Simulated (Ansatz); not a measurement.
# U-r2SCAN/cc-pVTZ run of NS (Mononitrogen monosulfide)

Aim: the energy change on altering one bond length of NS (Mononitrogen monosulfide) at U-r2SCAN/cc-pVTZ, from 2 runs. 

The results are computed with Ansatz 0.2.0.

34 further runs of the same task are left out: 34 set aside as unsound or not needed.

## (1) Starting point

The species is NS (2 atoms), meant as a doublet with charge 0. As SMILES, `[N]=S`. Geometry: relaxed at PBE0-D4/def2-TZVP.

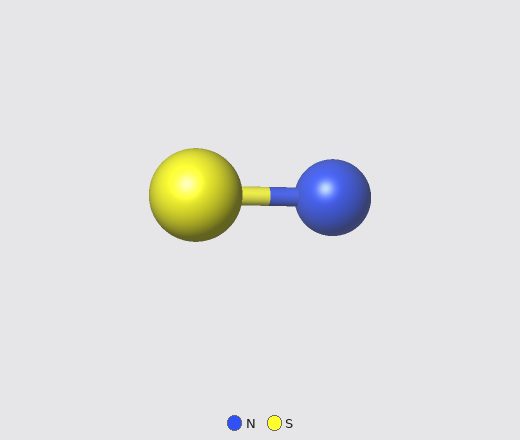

Viewed from a chosen angle; nitrogen blue, sulfur yellow.

## (2) The energy at U-r2SCAN/cc-pVTZ

input.yaml

```yaml
crystal:
  periodic: [false, false, false]
  atoms:
    - symbol: N
      position_ang: [-0.000000, -0.000000, -0.011220]
    - symbol: S
      position_ang: [0.000000, 0.000000, 1.474400]
basis:
  gaussian:
    orbitals: cc-pVTZ
accuracy: high
output: {orbitals: {seedname: orbitals}}
magnetization:
  spin_polarized: true
  initial_magnetization: 1
hamiltonian:
  xc: {name: r2SCAN}
```

The run is started by

```
$ ansatz run input.yaml --threads 1 --pin off --max-ram 3480MiB --events-out events.jsonl --progress --plain --runs-dir runs
```

The program printed:

```text
Warning: RAYON_NUM_THREADS=1 ignored (pool sized by the plan → 1); use --threads N
Functional definition: r2SCAN
  name "r2SCAN"
  parameter k0 = 0.174
  parameter k1 = 0.065
  parameter a1 = 4.9479
  exchange = r2scan_x(k0 = k0, k1 = k1, a1 = a1)
  correlation = r2scan_c
899 factors; integrals over basis functions are off by at most 3.8e-9 eV
mean field evaluation 1: about -12314.0672 eV, gradient 4.4e1 eV
mean field evaluation 2: about -12265.1204 eV, gradient 9.7e1 eV
mean field evaluation 4: about -12322.4133 eV, gradient 4.3e0 eV
mean field evaluation 8: about -12322.5105 eV, gradient 5.9e-2 eV
mean field evaluation 16: about -12322.5106 eV, gradient 2.6e-4 eV
mean field evaluation 32: about -12322.5106 eV, gradient 6.7e-5 eV
mean field -12322.51061689 eV, -452.8439126730 hartree, gradient 7.8e-8 eV, S^2 0.756714; 3 other end points of the search recorded, 0 dependent functions left out
reference -12322.51061802 eV, -452.8439127145 hartree; 12, 11 occupied and 52, 53 virtual orbitals, 899 factors
Total energy: -12322.51061802 eV, -452.8439127145 hartree
```

Run time: 9.3 s. Hardware: 1 thread of Arm Neoverse V1, shared host; peak memory 0.18 GiB.

## (3) The distorted shape at the same level

run.yaml

```yaml
crystal:
  periodic: [false, false, false]
  atoms:
    - symbol: "N"
      position_ang: [-0.000000, -0.000000, -1.794000]
    - symbol: S
      position_ang: [0.000000, 0.000000, 1.474400]
basis:
  gaussian:
    orbitals: cc-pVTZ
magnetization:
  spin_polarized: true
  initial_magnetization: 1
accuracy: high
output: {orbitals: {seedname: orbitals}}
hamiltonian:
  xc: r2scan
```

The run is started by

```
$ ansatz run run.yaml --threads 1 --pin off --max-ram 3480MiB --events-out events.jsonl --progress --plain --runs-dir runs
```

The program printed:

```text
Warning: RAYON_NUM_THREADS=1 ignored (pool sized by the plan → 1); use --threads N
Functional definition: r2SCAN
  name "r2SCAN"
  parameter k0 = 0.174
  parameter k1 = 0.065
  parameter a1 = 4.9479
  exchange = r2scan_x(k0 = k0, k1 = k1, a1 = a1)
  correlation = r2scan_c
768 factors; integrals over basis functions are off by at most 3.4e-9 eV
mean field evaluation 1: about -12263.0368 eV, gradient 8.9e1 eV
mean field evaluation 2: about -11954.1576 eV, gradient 1.3e2 eV
mean field evaluation 4: about -12262.7789 eV, gradient 6.1e1 eV
mean field evaluation 8: about -12317.5494 eV, gradient 4.0e0 eV
mean field evaluation 16: about -12317.8246 eV, gradient 7.1e-7 eV
mean field evaluation 32: about -12317.8246 eV, gradient 1.7e-5 eV
mean field evaluation 64: about -12317.7356 eV, gradient 6.3e-1 eV
mean field -12317.82458221 eV, -452.6717040748 hartree, gradient 2.0e-8 eV, S^2 2.701764; 7 other end points of the search recorded, 0 dependent functions left out
reference -12317.82458346 eV, -452.6717041209 hartree; 12, 11 occupied and 52, 53 virtual orbitals, 768 factors
Total energy: -12317.82458346 eV, -452.6717041209 hartree
```

Wall time 18 s (1 thread of Arm Neoverse V1, shared host); peak memory 0.18 GiB.

## (4) Summary of results

Level: U-r2SCAN/cc-pVTZ.

```
                                                         quantity          value
                                        first shape: total energy  -452.84391 Eh
                  first shape: HOMO energy (highest over α and β)       -5.14 eV
                   first shape: LUMO energy (lowest over α and β)       -4.51 eV
                                                first shape: ⟨S²⟩          0.757
                                    distorted shape: total energy  -452.67170 Eh
              distorted shape: HOMO energy (highest over α and β)       -6.35 eV
               distorted shape: LUMO energy (lowest over α and β)       -5.10 eV
                                            distorted shape: ⟨S²⟩          2.702
energy change with the N1–S2 bond stretched from 1.486 to 3.268 Å       4.686 eV
```

**Reading.** With the N1–S2 bond stretched from 1.486 to 3.268 Å the energy rises by 4.69 eV (452 kJ/mol). The first shape isn't relaxed at this level, so the change isn't measured from a minimum. ⟨S²⟩ (distorted shape) is 2.70 where a pure doublet has 0.75: the reference is spin-contaminated.
